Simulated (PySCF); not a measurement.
SMILES [SeH][Se]Br (HBrSe2) at its B3LYP/def2-SVP optimised geometry (Å):

```
4

Se    -0.8926     1.1505     0.0000
Br    -0.8732     1.8115    -2.2976
Se    -0.5914    -1.1505     0.0000
H      0.8926    -1.1505     0.0000
```

Computed with B3LYP/def2-TZVP run with PySCF 2.14.0.

Map of the Laplacian of the electron density (e/bohr⁵) on the plane z = 1.2 Å:

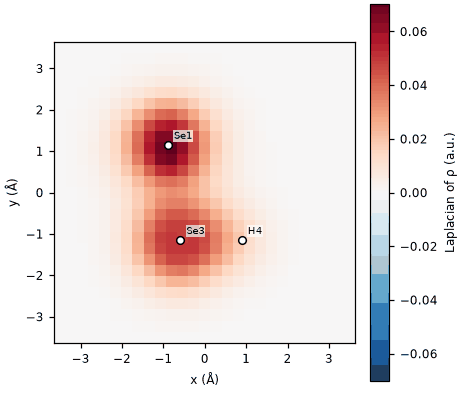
Figure. Laplacian of the electron density (e/bohr⁵) on the plane z = 1.2 Å.
